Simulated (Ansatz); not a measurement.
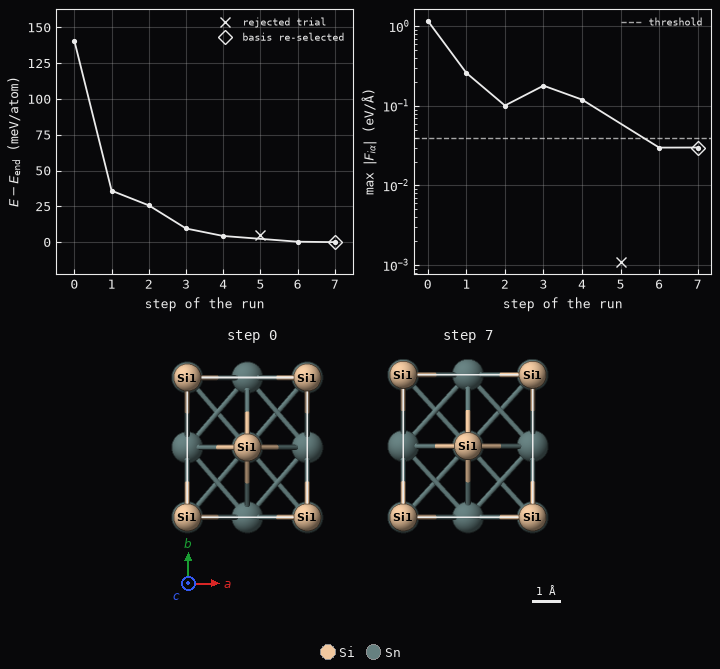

First and last geometry of a relaxation of crystalline SiSn$_{2}$ (a generated structure, set up in Fmmm) (coarse preliminary run), with the history of the run. The picture is a ball-and-stick view of the conventional cell (4 times the calculation's cell), seen along the c axis. Lengths and directions refer to the drawn axes.

Theory: Ansatz 0.2.0, DFT PBE, scalar-relativistic, plane waves, PAW.

Input file:
```yaml
crystal:
  lattice:
    - [0.0, 2.5273127, 6.50698862]
    - [2.16899621, 0.0, 6.50698862]
    - [2.16899621, 2.5273127, 0.0]
  atoms:
    - { symbol: Si, position: [0.0, 0.0, 0.0] }
    - { symbol: Sn, position: [0.33333333, 0.33333333, 0.66666667] }
    - { symbol: Sn, position: [0.66666667, 0.66666667, 0.33333333] }
basis:
  ecutwfc: 420
kpoints:
  mp_grid: { grid: [6, 6, 6] }
hamiltonian:
  xc: pbe
scf:
  occupations: { method: gaussian, width: 0.1 }
  lower_state_search: "off"
output:
  forces: true
  stress: true
  eigenvalues: true
relax:
  adjacent_minimum: "off"
  f_tol: 0.04
  max_steps: 70
  cell: { stress_tol: 0.4 }
```

Command:
```bash
ansatz run input.yaml --threads 1 --pin off --max-ram 2560MiB --backend cpu --events-out ev --progress --plain --runs-dir out
```

What do the curves and the structures tell?

Answer. It converged. After 5 accepted moves (7 points after the start) the energy has fallen by 141 meV per atom. Largest force component: 1.2 eV/Å at the start, 0.03 eV/Å at the end. Pressure: 1.10 GPa at the start and −0.09 GPa at the end. The line search rejected the trial step at point 5 of the run. The SCF was repeated once at an unchanged geometry on a basis and grid sized afresh for the cell, which shifted the energy by 0.3 meV per atom at most. The largest moves relative to the cell, 0.33 Å, are those of Sn2 and Sn3. Sn3 goes along −c. Si stays in place. The volume changes by +2.0 %, with a 4.338 → 4.673 Å (+7.7 %), b 5.055 → 5.152 Å (+1.9 %), c 13.014 → 12.087 Å (−7.1 %). Some distances before and after: Sn2–Sn3 3.067 → 3.558 Å, Sn2–Sn3 (another image) 3.330 → 3.719 Å, Si1–Sn2 3.330 → 3.076 Å, Si1–Sn2 (another image) 3.067 → 2.878 Å. Bond angles that change, for instance: Si1–Sn3–Si1 90.0° → 108.6°, Sn2–Si1–Sn3 90.0° → 71.4°, Sn2–Si1–Sn2 90.0° → 108.6°. The space group stays Fmmm (No. 69).

```csv
step,"E − E(0), meV/atom","largest force component, eV/Å","pressure, GPa","volume, Å³/atom",note
0,0.00,1.1703,1.10,23.780,
1,-104.64,0.2593,-0.62,24.201,
2,-114.90,0.1010,0.58,23.746,
3,-131.04,0.1794,2.82,23.204,
4,-136.28,0.1198,0.47,23.926,
5,-135.93,0.0011,-1.05,24.746,rejected
6,-140.28,0.0299,-0.09,24.249,
7,-140.58,0.0300,-0.09,24.249,"same geometry, new basis"
```
